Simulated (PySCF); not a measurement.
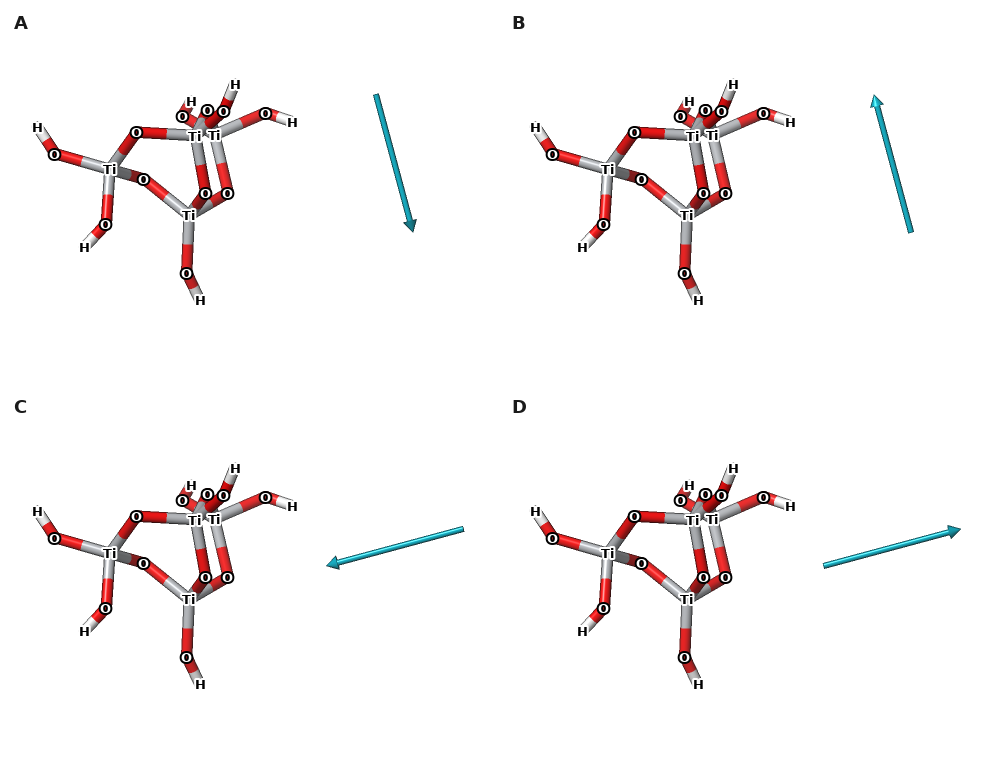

The same molecule four times, each with an arrow. The species is neutral and a spin singlet. The geometry was computed by an optimisation with GFN2-xTB. No frequency run is at hand to confirm it as a minimum. Method: PBE0/def2-SVP, gas phase (PySCF 2.14.0).

Which arrow points along the dipole moment, from the negative to the positive end?

C. The dipole moment is 0.57 D.

The geometry is semi-empirical. Around Ti such bond lengths and angles can be off by a tenth of an ångström or more and by several degrees, and values that hang on the shape move with them.
